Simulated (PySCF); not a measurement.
# C2H5InO (SMILES C[C](=O)[InH2]): levels of theory compared

Aim: a comparison of 3 runs (HF/def2-SVP, B3LYP/def2-SVP, CCSD/3-21G) of C2H5InO. The job is set up through a Python script.

The results are computed with PySCF 2.14.0.

## (1) The system as given

C2H5InO: 9 atoms, total charge 0, spin state singlet. SMILES: `C[C](=O)[InH2]`. Geometry: relaxed at PBE0-D4/def2-TZVP.

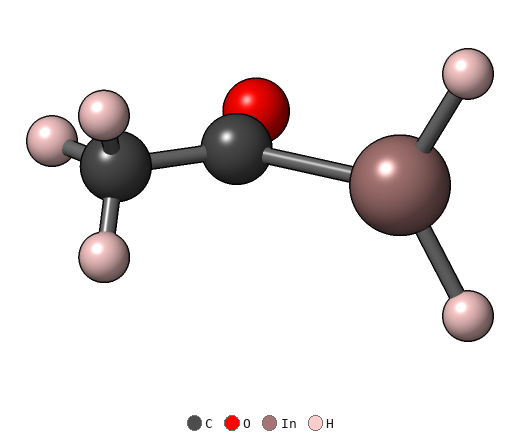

The structure, seen from a chosen angle (carbon dark grey, oxygen red, indium brown, hydrogen pink).

## (2) Energy and gradient at HF/def2-SVP (core potential) (run 1)

File run.py:

```python
import pyscf.grad
from pyscf import gto, scf

mol = gto.M(
    atom='''
C      0.650822     2.244995    -1.585669
C      1.147064    -0.164595    -0.181792
O      3.223495    -1.115505    -0.097510
In    -1.602110    -2.465715     1.963047
H      2.372173     2.958366    -2.475163
H     -0.807291     1.910702    -3.014302
H     -0.110927     3.650195    -0.272687
H     -3.023184    -4.997759     0.481124
H     -1.849853    -2.020873     5.182763
''',
    spin=0,
    ecp={'In': 'def2-svp'},
    verbose=4,
    unit='bohr',
    max_memory=1860,
    basis='def2-svp',
)

myscf = scf.RHF(mol)
myscf.conv_tol = 1e-10
myscf.kernel()
if not myscf.converged:
    myscf = myscf.newton().run(myscf.mo_coeff, myscf.mo_occ)

e_tot = myscf.e_tot
print('Final energy', e_tot)
grad = myscf.Gradients().kernel()
myscf.analyze()
```

Launch:

```sh
$ OMP_NUM_THREADS=1 python run.py
```

Log:

```text
PySCF version 2.14.0

[... 85 lines left out ...]
One-electron Energy =                 -885.516317776025517
[... 13 lines left out ...]
MO #9   energy= -1.04274416729701  occ= 2
[... 11 lines left out ...]
MO #21  energy= -0.501552857269419 occ= 2
[... 11 lines left out ...]
MO #33  energy= 0.29513956198511   occ= 0
[... 11 lines left out ...]
MO #45  energy= 0.768703735437519  occ= 0
[... 11 lines left out ...]
MO #57  energy= 1.31697576251624   occ= 0
[... 11 lines left out ...]
MO #69  energy= 1.96733645319395   occ= 0
[... 11 lines left out ...]
MO #81  energy= 2.88879845476784   occ= 0
[... 11 lines left out ...]
MO #93  energy= 61.6769895045968   occ= 0
[... 105 lines left out ...]
Dipole moment(X, Y, Z, Debye): -2.65262,  1.51344, -0.29483
```

It took 9 s on 1 thread of Arm Neoverse V1, shared host; peak memory 0.19 GiB.

## (3) Energy and gradient at B3LYP/def2-SVP (core potential) (run 2)

File job.py:

```python
# C[C](=O)[InH2]
from pyscf import gto, dft

mol = gto.Mole()
mol.atom = '''
C        0.344400       1.188000      -0.839100
C        0.607000      -0.087100      -0.096200
O        1.705800      -0.590300      -0.051600
In      -0.847800      -1.304800       1.038800
H        1.255300       1.565500      -1.309800
H       -0.427200       1.011100      -1.595100
H       -0.058700       1.931600      -0.144300
H       -1.599800      -2.644700       0.254600
H       -0.978900      -1.069400       2.742600
'''
mol.verbose = 4
mol.ecp = {'In': 'def2-svp'}
mol.basis = 'def2-svp'
mol.max_memory = 1860
mol.build()

mf = dft.RKS(mol)
mf.xc = 'b3lyp'
mf.grids.level = 5
mf.conv_tol = 1e-10
mf.kernel()
if not mf.converged:
    mf = mf.newton().run(mf.mo_coeff, mf.mo_occ)

e_final = mf.e_tot
print('Final energy', e_final)
grad = mf.nuc_grad_method().kernel()
mf.analyze()
```

Launch:

```sh
$ OMP_NUM_THREADS=1 python job.py
```

Log:

```text
PySCF version 2.14.0

[... 100 lines left out ...]
One-electron Energy =                 -885.831789817647973
[... 13 lines left out ...]
MO #9   energy= -0.773743673860661 occ= 2
[... 11 lines left out ...]
MO #21  energy= -0.357129175087681 occ= 2
[... 11 lines left out ...]
MO #33  energy= 0.172793384836702  occ= 0
[... 11 lines left out ...]
MO #45  energy= 0.5599350822466    occ= 0
[... 11 lines left out ...]
MO #57  energy= 1.00640532491438   occ= 0
[... 11 lines left out ...]
MO #69  energy= 1.68306370248094   occ= 0
[... 11 lines left out ...]
MO #81  energy= 2.53914720316451   occ= 0
[... 11 lines left out ...]
MO #93  energy= 60.8747665259477   occ= 0
[... 105 lines left out ...]
Dipole moment(X, Y, Z, Debye): -1.78596,  1.54066, -0.52854
```

It took 41 s on 1 thread of Arm Neoverse V1, shared host; peak memory 0.92 GiB.

## (4) The energy at CCSD/3-21G (run 3)

File run.py:

```python
from pyscf import gto, cc

molecule = gto.M(
    atom='''
C    0.344400   1.188000  -0.839100
C    0.607000  -0.087100  -0.096200
O    1.705800  -0.590300  -0.051600
In  -0.847800  -1.304800   1.038800
H    1.255300   1.565500  -1.309800
H   -0.427200   1.011100  -1.595100
H   -0.058700   1.931600  -0.144300
H   -1.599800  -2.644700   0.254600
H   -0.978900  -1.069400   2.742600
''',
    verbose=3,
    max_memory=1860,
    spin=0,
    basis='3-21g',
)

calc0 = molecule.RHF()
calc0.conv_tol = 1e-10
calc0.kernel()
if not calc0.converged:
    calc0 = calc0.newton().run(calc0.mo_coeff, calc0.mo_occ)

mycc = cc.CCSD(calc0, frozen=21)
mycc.kernel()
e_tot = mycc.e_tot
print('E = %.10f Eh' % e_tot)
dip = calc0.dip_moment()
pop, q = calc0.mulliken_pop()
```

Launch:

```sh
$ OMP_NUM_THREADS=1 python run.py
```

Log:

```text
converged SCF energy = -5867.32923386664
E(CCSD) = -5867.70537800385  E_corr = -0.3761441372138276
E = -5867.7053780038 Eh
Dipole moment(X, Y, Z, Debye): -2.63258,  1.53438, -0.31262
 ** Mulliken pop  **
pop of  0 C 1s            1.98867
pop of  0 C 2s            0.35588
pop of  0 C 3s            1.16107
pop of  0 C 2px           0.55565
pop of  0 C 2py           0.54648
pop of  0 C 2pz           0.54163
pop of  0 C 3px           0.59634
pop of  0 C 3py           0.43221
pop of  0 C 3pz           0.52594
pop of  1 C 1s            1.98788
pop of  1 C 2s            0.40866
pop of  1 C 3s            0.87305
pop of  1 C 2px           0.58155
pop of  1 C 2py           0.50236
pop of  1 C 2pz           0.38735
pop of  1 C 3px           0.27162
pop of  1 C 3py           0.36518
pop of  1 C 3pz           0.44988
pop of  2 O 1s            1.98698
pop of  2 O 2s            0.43018
pop of  2 O 3s            1.54233
pop of  2 O 2px           0.70004
pop of  2 O 2py           0.73805
pop of  2 O 2pz           0.63619
pop of  2 O 3px           0.78795
pop of  2 O 3py           0.88711
pop of  2 O 3pz           0.83589
pop of  3 In 1s           1.99992
pop of  3 In 2s           1.99986
pop of  3 In 3s           1.99703
pop of  3 In 4s           1.99796
pop of  3 In 5s           0.69547
pop of  3 In 6s           0.29331
pop of  3 In 2px          1.99951
pop of  3 In 2py          1.99954
pop of  3 In 2pz          1.99957
pop of  3 In 3px          1.99861
pop of  3 In 3py          1.99873
pop of  3 In 3pz          1.99884
pop of  3 In 4px          1.97653
pop of  3 In 4py          1.98002
pop of  3 In 4pz          1.98332
pop of  3 In 5px          0.16538
pop of  3 In 5py          0.33713
pop of  3 In 5pz          0.47539
pop of  3 In 6px          0.03560
pop of  3 In 6py          0.10059
pop of  3 In 6pz          0.15103
pop of  3 In 3dxy         1.99881
pop of  3 In 3dyz         1.99915
pop of  3 In 3dz^2        1.99910
pop of  3 In 3dxz         1.99910
pop of  3 In 3dx2-y2      1.99937
pop of  3 In 4dxy         1.99190
pop of  3 In 4dyz         1.99405
pop of  3 In 4dz^2        1.99062
pop of  3 In 4dxz         1.99585
pop of  3 In 4dx2-y2      1.99643
pop of  4 H 1s            0.45903
pop of  4 H 2s            0.30075
pop of  5 H 1s            0.46110
pop of  5 H 2s            0.32073
pop of  6 H 1s            0.46104
pop of  6 H 2s            0.32053
pop of  7 H 1s            0.37964
pop of  7 H 2s            0.84685
pop of  8 H 1s            0.37965
pop of  8 H 2s            0.84682
 ** Mulliken atomic charges  **
charge of    0C =     -0.70389
charge of    1C =      0.17247
charge of    2O =     -0.54471
charge of    3In =      0.85228
charge of    4H =      0.24022
charge of    5H =      0.21816
charge of    6H =      0.21843
charge of    7H =     -0.22649
charge of    8H =     -0.22647
```

It took 5.7 s on 1 thread of Arm Neoverse V1, shared host; peak memory 0.19 GiB.

## (5) All runs side by side

| run | level | integration grid | task | energy (Eh) | dipole moment (D) of the reference | HOMO energy (eV) | LUMO energy (eV) | wall time |
| --- | --- | --- | --- | --- | --- | --- | --- | --- |
| 1 | HF/def2-SVP (core potential) | – | gradient | -342.543735 | 3.07 | -9.26 | 0.76 | 9 s |
| 2 | B3LYP/def2-SVP (core potential) | 5 | gradient | -344.476092 | 2.42 | -5.97 | -1.96 | 41 s |
| 3 | CCSD/3-21G | – | energy | -5867.705378 | 3.06 | -8.97 | 0.79 | 5.7 s |

## (6) Summary of results

| quantity | value |
| --- | --- |
| run 3: total energy | -5867.70538 Eh |
| run 3: dipole moment (Hartree–Fock density) | 3.06 D |
| run 3: HOMO energy (Hartree–Fock orbitals) | -8.97 eV |
| run 3: LUMO energy (Hartree–Fock orbitals) | 0.79 eV |
| run 3: HOMO–LUMO gap (Hartree–Fock orbitals) | 9.76 eV |
| run 3: correlation energy (21 core orbitals frozen) | -376.1 mEh |
| run 3: T1 diagnostic | 0.017 |

Some runs of one species differ in core potentials or relativity; totals across that change don't compare. In run 3 relativity is left out where basis or elements ask for it. All runs together took 56 s, the longest 41 s.
